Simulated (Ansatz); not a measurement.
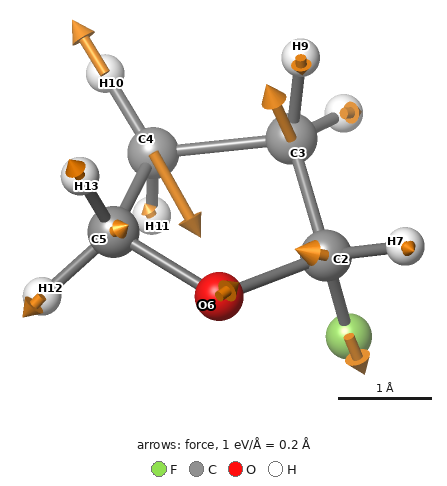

Starting geometry of C$_{4}$H$_{7}$FO (coarse preliminary run) with the computed forces as orange arrows. The picture is a ball-and-stick view, seen from a free direction.

The start comes from a force field.

All numbers below come from RKS PBE-D4/def2-SVP (Ansatz 0.2.0).

The input:
```yaml
crystal:
  periodic: [false, false, false]
  atoms:
    - {symbol: F, position_ang: [-2.019500, -0.606800, 0.221700]}
    - {symbol: C, position_ang: [-1.014800, -0.017800, 0.863100]}
    - {symbol: C, position_ang: [0.185600, -0.853500, 0.599200]}
    - {symbol: C, position_ang: [0.705700, -0.356600, -0.757300]}
    - {symbol: C, position_ang: [0.302200, 1.101900, -0.695100]}
    - {symbol: O, position_ang: [-0.773400, 1.273400, 0.259800]}
    - {symbol: H, position_ang: [-1.241900, 0.096900, 1.924300]}
    - {symbol: H, position_ang: [0.056900, -1.912000, 0.630900]}
    - {symbol: H, position_ang: [1.004200, -0.597200, 1.384200]}
    - {symbol: H, position_ang: [1.683900, -0.556200, -0.967100]}
    - {symbol: H, position_ang: [0.006100, -0.848200, -1.502100]}
    - {symbol: H, position_ang: [0.022200, 1.528900, -1.629300]}
    - {symbol: H, position_ang: [1.103100, 1.712400, -0.317400]}
basis:
  gaussian: {orbitals: def2-SVP}
hamiltonian: {xc: pbe, dispersion: d4}
relax: {f_tol: 0.03, max_steps: 200}
```

Command:
```bash
ansatz run in.yaml --threads 4 --pin off --events-out ev --progress --plain --max-ram 10444MiB
```

Question: Is this structure relaxed? If not, where do the atoms go?

Answer: It isn't relaxed: the largest force vector, on C4, is 5.30 eV/Å. The final displacements follow the starting forces only in part (cosine between the two patterns 0.62). Over 6 geometry steps the energy falls by 57.6 kJ/mol. The largest force component goes from 5.3 to 0.0082 eV/Å. H12 moves most after the best rigid fit: 0.082 Å. By element the largest moves are H 0.082 Å, O 0.079 Å, F 0.069 Å, C 0.066 Å. Some distances before and after: C4–H10 1.020 → 1.107 Å, F1–C2 1.330 → 1.403 Å, C2–O6 1.445 → 1.387 Å, C3–H9 1.163 → 1.110 Å. Among the angles between lasting bonds that change: C3–C4–H11 103.4° → 109.5°, C2–C3–H8 117.1° → 112.3°, C4–C3–H9 106.7° → 111.3°. The run took 11 s on 4 threads of Arm Neoverse V1 (shared host).
